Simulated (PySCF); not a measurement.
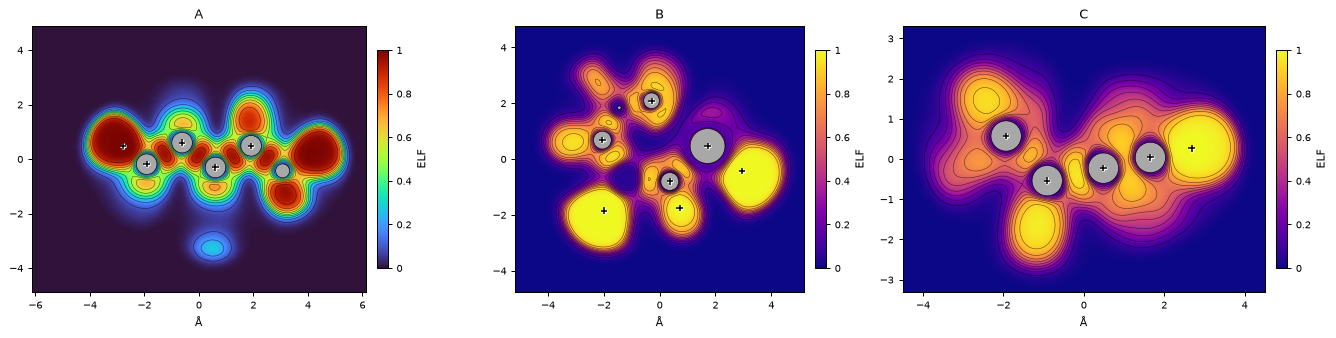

The ELF of 3 systems, each on a plane through atoms (crosses mark nuclei in the plane; grey discs cover the cores).

These are results of PySCF 2.14.0, PBE0/def2-SVPD, SCF density, gas phase, not measurements.

System 1: C$_{6}$H$_{14}$Si (SMILES CC[C@H]1CCC[SiH2]1), the plane of atoms C1, C2 and C3. Geometry: GFN2-xTB.

```yaml
atoms:
  - { symbol: C, position_ang: [2.6869, 0.6330, -0.3158] }
  - { symbol: C, position_ang: [1.7201, -0.1927, 0.5214] }
  - { symbol: C, position_ang: [0.3497, -0.3130, -0.1374] }
  - { symbol: C, position_ang: [-0.5872, -1.2406, 0.6463] }
  - { symbol: C, position_ang: [-2.0119, -1.0133, 0.1506] }
  - { symbol: C, position_ang: [-2.2978, 0.4896, 0.2069] }
  - { symbol: Si, position_ang: [-0.6520, 1.3086, -0.2949] }
  - { symbol: H, position_ang: [2.8322, 0.1763, -1.2924] }
  - { symbol: H, position_ang: [2.2958, 1.6373, -0.4645] }
  - { symbol: H, position_ang: [3.6549, 0.7069, 0.1751] }
  - { symbol: H, position_ang: [1.6095, 0.2685, 1.5059] }
  - { symbol: H, position_ang: [2.1403, -1.1919, 0.6742] }
  - { symbol: H, position_ang: [0.4953, -0.7459, -1.1334] }
  - { symbol: H, position_ang: [-0.2942, -2.2877, 0.5363] }
  - { symbol: H, position_ang: [-0.5338, -0.9894, 1.7089] }
  - { symbol: H, position_ang: [-2.0884, -1.3600, -0.8828] }
  - { symbol: H, position_ang: [-2.7304, -1.5810, 0.7463] }
  - { symbol: H, position_ang: [-3.1434, 0.7511, -0.4259] }
  - { symbol: H, position_ang: [-2.5698, 0.7714, 1.2247] }
  - { symbol: H, position_ang: [-0.6501, 1.8504, -1.6570] }
  - { symbol: H, position_ang: [-0.2347, 2.3393, 0.6616] }
```

System 2: CH$_{8}$GeN$_{2}$OSi, the plane of atoms N5, Ge6 and H14. Geometry: GFN2-xTB.

| atom | x (Å) | y (Å) | z (Å) |
| --- | --- | --- | --- |
| O | 0.6984 | 0.2891 | -1.2757 |
| C | 1.6925 | 0.2807 | -0.5846 |
| N | 1.7477 | -0.1664 | 0.6692 |
| Si | 0.3338 | -0.8216 | 1.5107 |
| N | -1.0390 | 0.1135 | 1.1230 |
| Ge | -1.7674 | 0.5075 | -0.5387 |
| H | 2.6550 | 0.6600 | -0.9802 |
| H | 2.6369 | -0.1064 | 1.1360 |
| H | 0.6596 | -0.6290 | 2.9235 |
| H | 0.2831 | -2.2304 | 1.1030 |
| H | -1.7084 | 0.2127 | 1.8687 |
| H | -1.2615 | 1.8124 | -1.0502 |
| H | -1.7029 | -0.6398 | -1.4824 |
| H | -3.2285 | 0.7173 | -0.1645 |

System 3: C$_{5}$H$_{4}$ (SMILES C#CC1C=C1), the plane of atoms C2, C3 and C5. Geometry: GFN2-xTB.

```xyz
9

C     0.6348   -1.6605   -1.4087
C     0.3153   -0.9707   -0.4822
C    -0.0657   -0.1401    0.6205
C    -0.9902    1.0319    0.3984
C     0.2539    1.3351    0.6004
H     0.9137   -2.2725   -2.2136
H    -0.0918   -0.6674    1.5729
H    -1.9957    1.3061    0.1968
H     1.0391    2.0440    0.6903
```

> Which map belongs to which system?

Panel A is system 1, C$_{6}$H$_{14}$Si: the plane holds C and H. C–C (1.52 Å): the ELF peaks at about 0.95 between the atoms; a covalent bond. Panel B is system 2, CH$_{8}$GeN$_{2}$OSi: the plane holds O, N, Ge and H. Panel C is system 3, C$_{5}$H$_{4}$: the plane holds C and H. C–C (1.20 Å): the ELF peaks at about 0.80 between the atoms; a short, multiple covalent bond.
